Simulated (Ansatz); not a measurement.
# Si₂H₄Cl₂O: molecular dynamics (part 4 of 4)

The same run, continued: Si₂H₄Cl₂O; RKS PBE/def2-SVP (Ansatz 0.2.0). It belongs to a series of runs on one base structure; here: dynamics from the last frame of an earlier run.

Geometry of the input (Å):
```
Si -0.0553  0.0470  -0.2541
O  -0.3337  -0.1051  1.3104
Si -1.3691  -0.5484  2.6339
H  -2.8055  -0.7732  2.1143
H  -0.9236  -1.8270  3.4222
H  -1.3812  0.5228  3.5810
H  1.2226  0.3054  -0.7634
Cl -1.0111  1.9573  -0.6784
Cl -0.6400  -2.0415  -0.8470
```

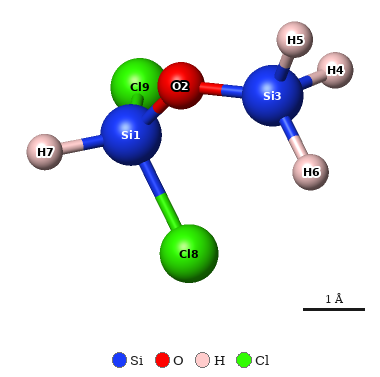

Fig. 1: The geometry at step 85 of the log (ball-and-stick view, seen at a tilt; atoms are numbered from 1 in the order of the input).

## Trajectory as extended XYZ, continued
```
9
Properties=species:S:1:pos:R:3:forces:R:3 step=68 time_fs=34.0 energy=-42881.46039 temperature=2262.4
Si   -0.0044   -0.1661   -0.1862    0.7770   3.4738  -1.0694
O    -0.2208   -0.4233    1.3377   -1.2224  -0.1081   5.0421
Si   -1.4008   -0.1329    2.6178    0.4619  -2.9103  -1.2108
H    -2.7101   -0.8697    2.0999    0.9815   0.4997   0.5820
H    -0.7830   -0.8070    3.8762   -0.4157   0.3933  -0.7276
H    -1.7652    1.2223    2.8906   -0.0294   1.4182   0.1183
H     1.3986    0.1523   -0.4762    0.3706   0.0328  -0.2745
Cl   -1.1207    1.6201   -0.4754    0.1175  -0.4151  -0.4869
Cl   -0.5974   -1.7630   -1.1043   -1.0410  -2.3843  -1.9732
9
Properties=species:S:1:pos:R:3:forces:R:3 step=70 time_fs=35.0 energy=-42881.41460 temperature=2211.7
Si   -0.0024   -0.1787   -0.1720    1.5552   3.9830  -1.9718
O    -0.2153   -0.4301    1.3403   -1.3162  -0.2004   5.6778
Si   -1.3958   -0.1212    2.6119   -0.0980  -2.4212  -0.8110
H    -2.7223   -0.8765    2.1318    1.1368   0.5717   0.4784
H    -0.8357   -0.7616    3.9099   -0.2176   0.3076  -0.7939
H    -1.8024    1.2449    2.9121    0.1680   0.9114  -0.1095
H     1.4341    0.1688   -0.4861   -0.3552  -0.1764  -0.0645
Cl   -1.1266    1.6135   -0.4732    0.1810  -0.5258  -0.4157
Cl   -0.5976   -1.7548   -1.1165   -1.0540  -2.4499  -1.9899
9
Properties=species:S:1:pos:R:3:forces:R:3 step=71 time_fs=35.5 energy=-42881.38327 temperature=2177.2
Si   -0.0013   -0.1845   -0.1651    1.8594   4.1871  -2.3575
O    -0.2128   -0.4335    1.3429   -1.3363  -0.2410   5.9045
Si   -1.3933   -0.1157    2.6088   -0.3758  -2.0916  -0.5932
H    -2.7245   -0.8778    2.1496    1.1683   0.5843   0.4093
H    -0.8630   -0.7378    3.9240   -0.1091   0.2535  -0.7962
H    -1.8204    1.2598    2.9225    0.2846   0.6147  -0.2344
H     1.4510    0.1766   -0.4915   -0.6508  -0.2692   0.0319
Cl   -1.1295    1.6102   -0.4722    0.2123  -0.5773  -0.3805
Cl   -0.5978   -1.7509   -1.1228   -1.0526  -2.4605  -1.9838
9
Properties=species:S:1:pos:R:3:forces:R:3 step=72 time_fs=36.0 energy=-42881.34843 temperature=2138.7
Si    0.0001   -0.1900   -0.1584    2.0994   4.3528  -2.6858
O    -0.2105   -0.4370    1.3464   -1.3374  -0.2764   6.0599
Si   -1.3908   -0.1103    2.6057   -0.6401  -1.7383  -0.3731
H    -2.7238   -0.8778    2.1683    1.1688   0.5809   0.3304
H    -0.8905   -0.7134    3.9362    0.0034   0.1937  -0.7781
H    -1.8379    1.2761    2.9325    0.4034   0.3206  -0.3591
H     1.4663    0.1837   -0.4967   -0.8948  -0.3506   0.1196
Cl   -1.1325    1.6068   -0.4712    0.2432  -0.6261  -0.3459
Cl   -0.5981   -1.7472   -1.1292   -1.0459  -2.4566  -1.9677
9
Properties=species:S:1:pos:R:3:forces:R:3 step=73 time_fs=36.5 energy=-42881.31294 temperature=2099.4
Si    0.0016   -0.1951   -0.1519    2.2749   4.4785  -2.9494
O    -0.2084   -0.4405    1.3508   -1.3190  -0.3059   6.1378
Si   -1.3884   -0.1051    2.6025   -0.8821  -1.3797  -0.1563
H    -2.7204   -0.8764    2.1878    1.1380   0.5612   0.2430
H    -0.9180   -0.6885    3.9465    0.1181   0.1299  -0.7403
H    -1.8543    1.2932    2.9415    0.5179   0.0463  -0.4787
H     1.4795    0.1900   -0.5017   -1.0876  -0.4195   0.1973
Cl   -1.1354    1.6033   -0.4702    0.2738  -0.6723  -0.3120
Cl   -0.5985   -1.7437   -1.1357   -1.0341  -2.4385  -1.9415
9
Properties=species:S:1:pos:R:3:forces:R:3 step=75 time_fs=37.5 energy=-42881.25258 temperature=2032.8
Si    0.0052   -0.2041   -0.1398    2.4427   4.6088  -3.2650
O    -0.2048   -0.4477    1.3623   -1.2216  -0.3443   6.0476
Si   -1.3838   -0.0950    2.5962   -1.2703  -0.6889   0.2542
H    -2.7055   -0.8696    2.2283    0.9783   0.4692   0.0465
H    -0.9719   -0.6379    3.9620    0.3471  -0.0031  -0.6107
H    -1.8832    1.3272    2.9559    0.7161  -0.4044  -0.6889
H     1.4978    0.1995   -0.5100   -1.3301  -0.5190   0.3216
Cl   -1.1412    1.5963   -0.4682    0.3335  -0.7560  -0.2464
Cl   -0.5994   -1.7372   -1.1492   -0.9957  -2.3623  -1.8590
9
Properties=species:S:1:pos:R:3:forces:R:3 step=76 time_fs=38.0 energy=-42881.23300 temperature=2011.1
Si    0.0073   -0.2080   -0.1341    2.4410   4.6149  -3.3146
O    -0.2033   -0.4514    1.3694   -1.1422  -0.3529   5.8783
Si   -1.3817   -0.0901    2.5930   -1.4059  -0.3663   0.4456
H    -2.6944   -0.8644    2.2488    0.8475   0.3952  -0.0600
H    -0.9978   -0.6126    3.9675    0.4578  -0.0690  -0.5232
H    -1.8953    1.3430    2.9608    0.7946  -0.5730  -0.7759
H     1.5023    0.2024   -0.5131   -1.3857  -0.5497   0.3680
Cl   -1.1440    1.5927   -0.4673    0.3625  -0.7935  -0.2151
Cl   -0.6000   -1.7341   -1.1562   -0.9696  -2.3057  -1.8031
9
Properties=species:S:1:pos:R:3:forces:R:3 step=77 time_fs=38.5 energy=-42881.22251 temperature=1999.5
Si    0.0097   -0.2115   -0.1288    2.3859   4.5835  -3.2943
O    -0.2019   -0.4551    1.3774   -1.0425  -0.3548   5.6294
Si   -1.3797   -0.0852    2.5899   -1.4986  -0.0602   0.6287
H    -2.6814   -0.8584    2.2692    0.6824   0.3015  -0.1701
H    -1.0225   -0.5874    3.9717    0.5635  -0.1321  -0.4247
H    -1.9054    1.3574    2.9638    0.8580  -0.7039  -0.8501
H     1.5035    0.2040   -0.5153   -1.4006  -0.5679   0.4039
Cl   -1.1469    1.5891   -0.4664    0.3909  -0.8280  -0.1847
Cl   -0.6006   -1.7313   -1.1632   -0.9391  -2.2382  -1.7381
9
Properties=species:S:1:pos:R:3:forces:R:3 step=78 time_fs=39.0 energy=-42881.22131 temperature=1998.2
Si    0.0122   -0.2146   -0.1237    2.2786   4.5159  -3.2082
O    -0.2007   -0.4588    1.3863   -0.9229  -0.3506   5.3065
Si   -1.3778   -0.0803    2.5869   -1.5476   0.2297   0.8048
H    -2.6666   -0.8516    2.2892    0.4840   0.1883  -0.2816
H    -1.0459   -0.5625    3.9749    0.6626  -0.1909  -0.3190
H    -1.9134    1.3702    2.9648    0.9064  -0.7991  -0.9116
H     1.5014    0.2042   -0.5166   -1.3753  -0.5733   0.4287
Cl   -1.1497    1.5854   -0.4655    0.4187  -0.8595  -0.1554
Cl   -0.6013   -1.7285   -1.1704   -0.9045  -2.1605  -1.6644
9
Properties=species:S:1:pos:R:3:forces:R:3 step=80 time_fs=40.0 energy=-42881.24309 temperature=2022.2
Si    0.0179   -0.2197   -0.1143    1.9081   4.2785  -2.8622
O    -0.1988   -0.4665    1.4064   -0.6273  -0.3279   4.4699
Si   -1.3745   -0.0704    2.5810   -1.5257   0.7579   1.1436
H    -2.6343   -0.8370    2.3269    0.0032  -0.0900  -0.4979
H    -1.0877   -0.5143    3.9792    0.8346  -0.2899  -0.1038
H    -1.9230    1.3899    2.9601    0.9594  -0.8920  -0.9981
H     1.4874    0.2006   -0.5160   -1.2004  -0.5437   0.4428
Cl   -1.1552    1.5778   -0.4637    0.4723  -0.9134  -0.1000
Cl   -0.6028   -1.7235   -1.1851   -0.8243  -1.9794  -1.4942
9
Properties=species:S:1:pos:R:3:forces:R:3 step=81 time_fs=40.5 energy=-42881.26273 temperature=2043.9
Si    0.0209   -0.2217   -0.1100    1.6428   4.1114  -2.6161
O    -0.1979   -0.4705    1.4175   -0.4536  -0.3118   3.9753
Si   -1.3730   -0.0654    2.5782   -1.4684   0.9899   1.3089
H    -2.6178   -0.8298    2.3441   -0.2632  -0.2467  -0.5962
H    -1.1058   -0.4911    3.9809    0.9047  -0.3279  -0.0043
H    -1.9243    1.3965    2.9542    0.9649  -0.8938  -1.0241
H     1.4760    0.1969   -0.5141   -1.0462  -0.5070   0.4298
Cl   -1.1579    1.5739   -0.4628    0.4982  -0.9360  -0.0740
Cl   -0.6037   -1.7212   -1.1926   -0.7793  -1.8781  -1.3993
9
Properties=species:S:1:pos:R:3:forces:R:3 step=82 time_fs=41.0 energy=-42881.28566 temperature=2069.3
Si    0.0242   -0.2233   -0.1059    1.3218   3.9139  -2.3311
O    -0.1972   -0.4744    1.4291   -0.2650  -0.2942   3.4438
Si   -1.3716   -0.0603    2.5755   -1.3952   1.1912   1.4725
H    -2.6020   -0.8232    2.3599   -0.5300  -0.4056  -0.6831
H    -1.1216   -0.4688    3.9826    0.9627  -0.3571   0.0833
H    -1.9234    1.4011    2.9458    0.9569  -0.8672  -1.0390
H     1.4620    0.1919   -0.5112   -0.8433  -0.4544   0.4017
Cl   -1.1606    1.5700   -0.4619    0.5236  -0.9556  -0.0492
Cl   -0.6046   -1.7191   -1.2002   -0.7315  -1.7710  -1.2988
9
Properties=species:S:1:pos:R:3:forces:R:3 step=84 time_fs=42.0 energy=-42881.33449 temperature=2123.2
Si    0.0309   -0.2256   -0.0983    0.5101   3.4349  -1.6740
O    -0.1957   -0.4825    1.4540    0.1481  -0.2595   2.3136
Si   -1.3693   -0.0497    2.5705   -1.2633   1.4582   1.7927
H    -2.5747   -0.8134    2.3864   -0.9952  -0.6864  -0.8094
H    -1.1463   -0.4267    3.9867    1.0391  -0.3887   0.2065
H    -1.9147    1.4041    2.9217    0.9000  -0.7292  -1.0366
H     1.4288    0.1788   -0.5026   -0.2830  -0.2992   0.2958
Cl   -1.1659    1.5619   -0.4601    0.5728  -0.9863  -0.0033
Cl   -0.6066   -1.7151   -1.2157   -0.6285  -1.5438  -1.0853
9
Properties=species:S:1:pos:R:3:forces:R:3 step=85 time_fs=42.5 energy=-42881.35764 temperature=2148.9
Si    0.0344   -0.2263   -0.0948    0.0248   3.1591  -1.3170
O    -0.1950   -0.4866    1.4669    0.3671  -0.2445   1.7357
Si   -1.3682   -0.0443    2.5683   -1.2367   1.4980   1.9471
H    -2.5644   -0.8107    2.3968   -1.1568  -0.7842  -0.8441
H    -1.1550   -0.4070    3.9894    1.0565  -0.3914   0.2362
H    -1.9071    1.4029    2.9059    0.8505  -0.6160  -1.0194
H     1.4108    0.1711   -0.4972    0.0722  -0.1978   0.2175
Cl   -1.1684    1.5578   -0.4593    0.5967  -0.9976   0.0179
Cl   -0.6077   -1.7133   -1.2235   -0.5741  -1.4256  -0.9740
9
Properties=species:S:1:pos:R:3:forces:R:3 step=86 time_fs=43.0 energy=-42881.37849 temperature=2171.9
Si    0.0378   -0.2267   -0.0913   -0.5010   2.8655  -0.9523
O    -0.1942   -0.4907    1.4802    0.5900  -0.2323   1.1622
Si   -1.3673   -0.0387    2.5662   -1.2533   1.4594   2.0958
H    -2.5568   -0.8100    2.4052   -1.2509  -0.8390  -0.8585
H    -1.1611   -0.3882    3.9927    1.0598  -0.3860   0.2428
H    -1.8974    1.4002    2.8877    0.7865  -0.4715  -0.9918
H     1.3930    0.1630   -0.4912    0.4671  -0.0841   0.1249
Cl   -1.1710    1.5535   -0.4584    0.6201  -1.0063   0.0378
Cl   -0.6088   -1.7115   -1.2314   -0.5183  -1.3057  -0.8609
9
Properties=species:S:1:pos:R:3:forces:R:3 step=87 time_fs=43.5 energy=-42881.39637 temperature=2191.6
Si    0.0412   -0.2269   -0.0879   -1.0487   2.5616  -0.5899
O    -0.1933   -0.4949    1.4936    0.8130  -0.2234   0.6016
Si   -1.3665   -0.0330    2.5642   -1.3186   1.3349   2.2371
H    -2.5522   -0.8112    2.4115   -1.2695  -0.8439  -0.8534
H    -1.1647   -0.3704    3.9965    1.0494  -0.3733   0.2268
H    -1.8859    1.3964    2.8671    0.7080  -0.2949  -0.9544
H     1.3763    0.1546   -0.4850    0.8846   0.0365   0.0226
Cl   -1.1735    1.5493   -0.4575    0.6430  -1.0124   0.0563
Cl   -0.6099   -1.7099   -1.2394   -0.4613  -1.1850  -0.7469
9
Properties=species:S:1:pos:R:3:forces:R:3 step=89 time_fs=44.5 energy=-42881.42382 temperature=2222.0
Si    0.0477   -0.2266   -0.0813   -2.0908   1.9643   0.0793
O    -0.1911   -0.5033    1.5206    1.2433  -0.2161  -0.4513
Si   -1.3653   -0.0212    2.5610   -1.5800   0.8303   2.4913
H    -2.5519   -0.8196    2.4181   -1.0887  -0.7018  -0.7921
H    -1.1645   -0.3374    4.0058    0.9893  -0.3291   0.1350
H    -1.8579    1.3872    2.8191    0.5109   0.1508  -0.8550
H     1.3503    0.1384   -0.4726    1.6744   0.2635  -0.1774
Cl   -1.1783    1.5405   -0.4557    0.6870  -1.0175   0.0892
Cl   -0.6123   -1.7068   -1.2555   -0.3455  -0.9443  -0.5191
9
Properties=species:S:1:pos:R:3:forces:R:3 step=90 time_fs=45.0 energy=-42881.43603 temperature=2235.4
Si    0.0508   -0.2262   -0.0780   -2.5095   1.6949   0.3592
O    -0.1898   -0.5076    1.5341    1.4422  -0.2174  -0.9317
Si   -1.3648   -0.0152    2.5597   -1.7536   0.4709   2.6021
H    -2.5558   -0.8264    2.4185   -0.9117  -0.5661  -0.7414
H    -1.1607   -0.3221    4.0109    0.9413  -0.2991   0.0658
H    -1.8420    1.3829    2.7920    0.3971   0.4104  -0.7975
H     1.3428    0.1311   -0.4669    1.9738   0.3488  -0.2531
Cl   -1.1806    1.5360   -0.4548    0.7078  -1.0165   0.1033
Cl   -0.6135   -1.7054   -1.2636   -0.2875  -0.8259  -0.4067
9
Properties=species:S:1:pos:R:3:forces:R:3 step=91 time_fs=45.5 energy=-42881.45028 temperature=2251.2
Si    0.0535   -0.2256   -0.0747   -2.8103   1.4594   0.5864
O    -0.1882   -0.5119    1.5474    1.6249  -0.2211  -1.3756
Si   -1.3646   -0.0092    2.5586   -1.9361   0.0669   2.7012
H    -2.5618   -0.8345    2.4172   -0.6994  -0.4008  -0.6812
H    -1.1548   -0.3076    4.0163    0.8827  -0.2651  -0.0135
H    -1.8252    1.3795    2.7630    0.2790   0.6810  -0.7390
H     1.3400    0.1247   -0.4619    2.1613   0.4024  -0.2979
Cl   -1.1829    1.5315   -0.4539    0.7276  -1.0132   0.1158
Cl   -0.6147   -1.7040   -1.2717   -0.2298  -0.7096  -0.2961
9
Properties=species:S:1:pos:R:3:forces:R:3 step=92 time_fs=46.0 energy=-42881.46884 temperature=2271.7
Si    0.0561   -0.2249   -0.0713   -2.9668   1.2644   0.7533
O    -0.1864   -0.5162    1.5605    1.7877  -0.2264  -1.7797
Si   -1.3645   -0.0032    2.5577   -2.1142  -0.3527   2.7882
H    -2.5696   -0.8437    2.4142   -0.4699  -0.2180  -0.6144
H    -1.1467   -0.2936    4.0216    0.8149  -0.2276  -0.0984
H    -1.8076    1.3778    2.7322    0.1632   0.9451  -0.6831
H     1.3424    0.1192   -0.4575    2.2118   0.4186  -0.3044
Cl   -1.1852    1.5268   -0.4530    0.7462  -1.0076   0.1263
Cl   -0.6160   -1.7027   -1.2798   -0.1727  -0.5959  -0.1878
9
Properties=species:S:1:pos:R:3:forces:R:3 step=94 time_fs=47.0 energy=-42881.52202 temperature=2330.5
Si    0.0605   -0.2233   -0.0643   -2.8328   0.9941   0.9076
O    -0.1819   -0.5250    1.5859    2.0409  -0.2365  -2.4620
Si   -1.3648    0.0088    2.5567   -2.4207  -1.1053   2.9210
H    -2.5879   -0.8630    2.4040   -0.0203   0.1565  -0.4698
H    -1.1249   -0.2673    4.0312    0.6572  -0.1462  -0.2681
H    -1.7716    1.3817    2.6659   -0.0311   1.3620  -0.5895
H     1.3627    0.1111   -0.4508    1.8893   0.3426  -0.2008
Cl   -1.1896    1.5174   -0.4512    0.7791  -0.9890   0.1410
Cl   -0.6185   -1.7001   -1.2962   -0.0616  -0.3781   0.0207
9
Properties=species:S:1:pos:R:3:forces:R:3 step=95 time_fs=47.5 energy=-42881.55424 temperature=2366.1
Si    0.0623   -0.2223   -0.0607   -2.5803   0.9054   0.9104
O    -0.1793   -0.5294    1.5980    2.1267  -0.2384  -2.7389
Si   -1.3653    0.0146    2.5566   -2.5395  -1.3730   2.9603
H    -2.5973   -0.8723    2.3971    0.1781   0.3309  -0.3959
H    -1.1115   -0.2547    4.0352    0.5704  -0.1041  -0.3451
H    -1.7536    1.3883    2.6305   -0.0958   1.4655  -0.5519
H     1.3798    0.1084   -0.4483    1.5552   0.2646  -0.1039
Cl   -1.1917    1.5126   -0.4502    0.7931  -0.9760   0.1446
Cl   -0.6198   -1.6989   -1.3043   -0.0080  -0.2748   0.1204
9
Properties=species:S:1:pos:R:3:forces:R:3 step=96 time_fs=48.0 energy=-42881.58645 temperature=2401.7
Si    0.0638   -0.2212   -0.0570   -2.2498   0.8341   0.8804
O    -0.1763   -0.5339    1.6097    2.1832  -0.2362  -2.9737
Si   -1.3660    0.0203    2.5568   -2.6318  -1.5351   2.9736
H    -2.6064   -0.8809    2.3893    0.3504   0.4890  -0.3226
H    -1.0968   -0.2423    4.0383    0.4805  -0.0624  -0.4123
H    -1.7359    1.3984    2.5939   -0.1339   1.4727  -0.5160
H     1.4007    0.1062   -0.4460    1.1519   0.1736   0.0084
Cl   -1.1937    1.5077   -0.4493    0.8053  -0.9603   0.1455
Cl   -0.6211   -1.6977   -1.3125    0.0442  -0.1754   0.2167
9
Properties=species:S:1:pos:R:3:forces:R:3 step=97 time_fs=48.5 energy=-42881.61508 temperature=2433.4
Si    0.0652   -0.2201   -0.0533   -1.8799   0.7699   0.8311
O    -0.1729   -0.5384    1.6210    2.2096  -0.2281  -3.1677
Si   -1.3669    0.0259    2.5572   -2.6946  -1.5812   2.9529
H    -2.6147   -0.8883    2.3807    0.4940   0.6277  -0.2510
H    -1.0809   -0.2301    4.0405    0.3891  -0.0221  -0.4670
H    -1.7184    1.4120    2.5560   -0.1464   1.3762  -0.4753
H     1.4243    0.1045   -0.4437    0.7178   0.0800   0.1243
Cl   -1.1957    1.5027   -0.4483    0.8156  -0.9421   0.1432
Cl   -0.6223   -1.6965   -1.3206    0.0947  -0.0803   0.3096
9
Properties=species:S:1:pos:R:3:forces:R:3 step=99 time_fs=49.5 energy=-42881.64836 temperature=2470.1
Si    0.0676   -0.2177   -0.0456   -1.1460   0.6329   0.7167
O    -0.1653   -0.5475    1.6421    2.1726  -0.1889  -3.4420
Si   -1.3694    0.0367    2.5587   -2.7145  -1.3527   2.7802
H    -2.6273   -0.8982    2.3619    0.6932   0.8403  -0.1156
H    -1.0465   -0.2058    4.0414    0.2083   0.0506  -0.5308
H    -1.6845    1.4485    2.4769   -0.1153   0.9041  -0.3527
H     1.4757    0.1015   -0.4379   -0.1193  -0.0855   0.3310
Cl   -1.1995    1.4926   -0.4464    0.8306  -0.8979   0.1286
Cl   -0.6249   -1.6941   -1.3368    0.1904   0.0969   0.4847
9
Properties=species:S:1:pos:R:3:forces:R:3 step=100 time_fs=50.0 energy=-42881.64818 temperature=2469.9
Si    0.0686   -0.2164   -0.0416   -0.8232   0.5515   0.6656
O    -0.1610   -0.5521    1.6519    2.1111  -0.1557  -3.5277
Si   -1.3710    0.0419    2.5598   -2.6619  -1.1199   2.6202
H    -2.6313   -0.9003    2.3520    0.7501   0.9134  -0.0530
H    -1.0285   -0.1935    4.0400    0.1219   0.0814  -0.5373
H    -1.6680    1.4703    2.4360   -0.0870   0.5713  -0.2615
H     1.5015    0.0998   -0.4339   -0.4817  -0.1490   0.4111
Cl   -1.2013    1.4875   -0.4454    0.8352  -0.8721   0.1158
Cl   -0.6261   -1.6929   -1.3449    0.2355   0.1790   0.5668
```

## Key numbers

| quantity | value |
| --- | --- |
| outcome | finished |
| mean temperature over the second half | 2191 K |
| trajectory | 100 steps, 50 fs |
| ensemble | nve_milne |
| temperature in the input | 2000.0 K |
| time step | 0.5 fs |
| potential energy (last step) | −42881.6482 eV |
| mean-field energy (last step) | −42881.6482 eV |
| largest force (length of the vector) (last step) | 4.114 eV/Å |
| wall time | 2.6 min (CPU time 5.1 min) |
| peak memory | 0.17 GiB |

## Remarks

So short a trajectory is not equilibrated.
